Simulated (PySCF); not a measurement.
CHCl3, SMILES `ClC(Cl)Cl`.

Level of theory: PBE/def2-TZVP (PySCF), at a geometry from GFN2-xTB. No frequency check shows the geometry to be a minimum. A basis without diffuse functions makes polarisabilities too small. GFN2-xTB bond lengths at metals and heavier atoms can be off by up to 0.1 Å and shapes distorted, which carries into these values.

Input

```python
import numpy as np
from pyscf import gto, scf, dft
from pyscf.scf import atom_ks, atom_hf
from scipy.linalg import block_diag

def solve(mol, dm0=None, hcore=None):
    mf = (dft.UKS if mol.spin else dft.RKS)(mol, xc='pbe')
    mf.grids.level = 3
    mf = mf.density_fit(auxbasis='def2-universal-jkfit')
    mf.conv_tol, mf.max_cycle = 1e-8, 80
    if hcore is not None:
        mf.get_hcore = lambda *args: hcore
    mf.kernel(dm0)
    if not mf.converged:
        mf = mf.newton().run(mf.mo_coeff, mf.mo_occ, max_cycle=30)
    assert mf.converged, 'SCF not converged'
    return mf

mol = gto.M(atom='''
Cl     1.61831    -0.43393     0.08743
C      0.00005    -0.00009    -0.48107
Cl    -1.18498    -1.18449     0.08743
Cl    -0.43335     1.61845     0.08742
H     -0.00003    -0.00003    -1.57242
''', basis='def2-tzvp', charge=0, spin=0, verbose=4)
field = np.array([0.004, 0.0, 0.0])  # atomic units
mol.set_common_orig(mol.atom_charges() @ mol.atom_coords() / mol.atom_charges().sum())
mf = solve(mol)
out = dict(dm0=mf.make_rdm1(), d0=mf.dip_moment(unit='AU'), e0=mf.e_tot)
for name, sign in (('p', 1), ('m', -1)):
    h = mf.get_hcore() + sign * np.einsum('x,xij->ij', field, mol.intor('int1e_r'))
    mi = solve(mol, mf.make_rdm1(), h)
    out.update({'dm' + name: mi.make_rdm1(), 'd' + name: mi.dip_moment(unit='AU'), 'e' + name: mi.e_tot})
# spherically averaged free atoms, for the promolecule
atm = atom_ks.get_atm_nrks(mol, xc='pbe')
pro = block_diag(*[(atm[a[0]][2] * atm[a[0]][3]) @ atm[a[0]][2].T for a in mol._atom])
np.savez('result.npz', pro=pro, **out)
```

Command:

```sh
OMP_NUM_THREADS=1 python input.py
```

The run took 13 s on 1 thread of AMD EPYC 9R45 96-Core Processor (Zen 5), with other jobs on the host, peak memory 0.51 GiB.

Partitions, critical points and surface values were worked out afterwards from this run's density.

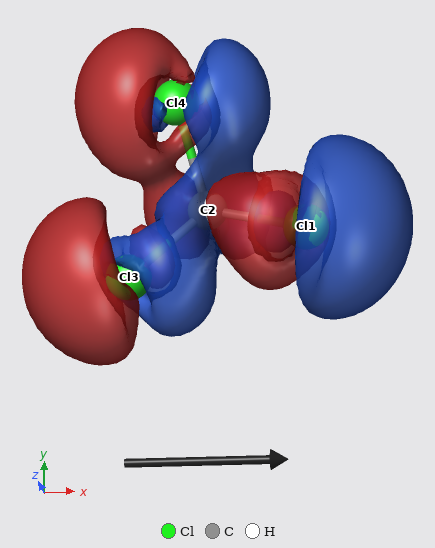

Change of the electron density in a uniform field of 0.21 V/Å along +x (arrow), surfaces at ±0.001 e/Å³ (red: gain, blue: loss).

What dipole is induced, and what polarisability does it imply?

The induced dipole is 0.57 D (along the field); α along this axis, from the fields in both directions, is 56 bohr³ (8.2 Å³).

Which atoms gain and lose the most charge?

Electrons gather most on Cl3 (Hirshfeld charge changes by −0.016 e) and leave Cl1 most (+0.022 e); 0.048 electrons are displaced in all.
